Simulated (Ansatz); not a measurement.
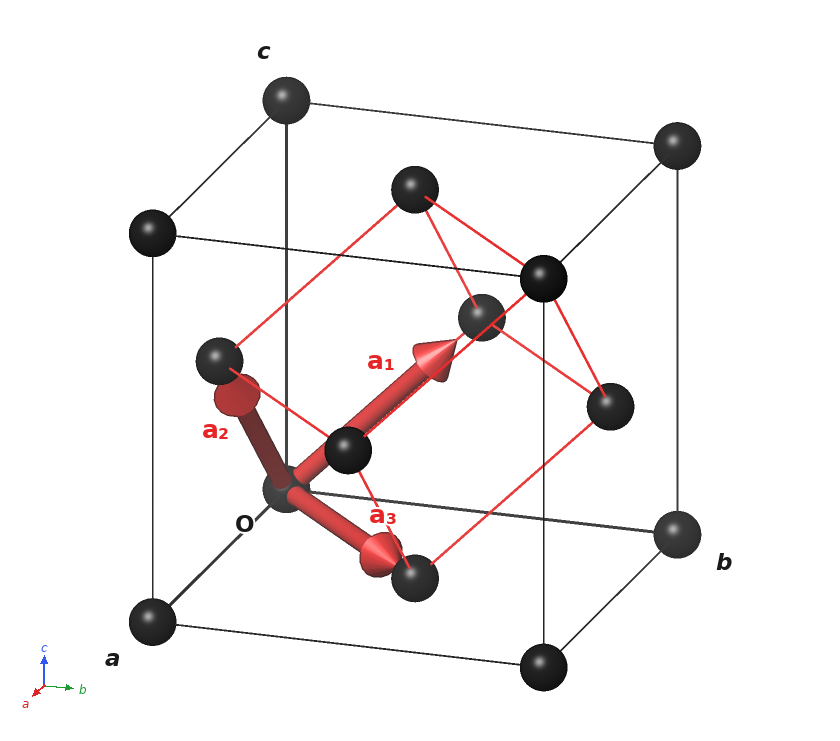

Crystal: Ni, the geometry relaxed with DFT, PBEsol, plane waves (420 eV) with PAW, scalar-relativistic (Ansatz). The conventional cell (thin) and a primitive cell (coloured, vectors a₁, a₂, a₃), with the lattice points alone. All values are computed from the atomic coordinates in the standard setting (tolerance 0.002 Å).

a = 3.464 Å, b = 3.464 Å, c = 3.464 Å, α = 90.00°, β = 90.00°, γ = 90.00°.

> What is the centring, and how are the primitive vectors built?

F, face-centred cubic, with lattice points at (0, 0, 0), (1/2, 1/2, 0), (1/2, 0, 1/2), (0, 1/2, 1/2). a₁ = 1/2 b + 1/2 c; a₂ = 1/2 a + 1/2 c; a₃ = 1/2 a + 1/2 b.

> Give the primitive cell's size and content.

Edges 2.449, 2.449, 2.449 Å; angles 60.00°, 60.00°, 60.00°; volume 10.39 Å³, 1/4 of the conventional cell; 1 of its 4 atoms.
